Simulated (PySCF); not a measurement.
B(Me)(Et)(OH), C3H9BO, SMILES CB(CC)O at its PBE0/def2-SVP optimised geometry (Å):

```
14

B     -0.7156    -0.4631     0.0000
C     -1.5733     0.8648     0.0000
H     -1.3877     1.4298    -0.9299
H     -1.2557     1.5320     0.8191
H     -2.6611     0.7107     0.0887
C      0.8651    -0.4631     0.0000
C      1.5649     0.7781    -0.5427
H      1.2190    -1.3745    -0.5124
H      1.1521    -0.6172     1.0601
H      1.2613     1.6891    -0.0022
H      1.3302     0.9446    -1.6068
H      2.6611     0.7055    -0.4628
O     -1.3084    -1.6891     0.0280
H     -2.2686    -1.6356     0.0674
```

Method: PySCF 2.14.0 with PBE0/def2-TZVP.

Map of the HOMO−1 amplitude (bohr^(-3/2)) on the plane z = 0.6 Å; orbital energy -9.21 eV, overall sign arbitrary:

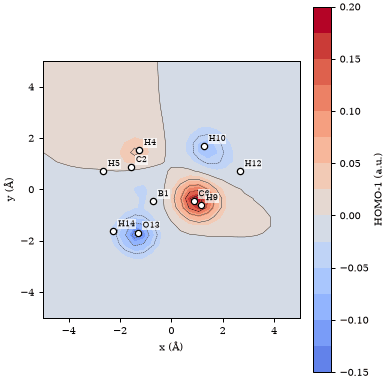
Figure: HOMO−1 amplitude (bohr^(-3/2)) on the plane z = 0.6 Å.
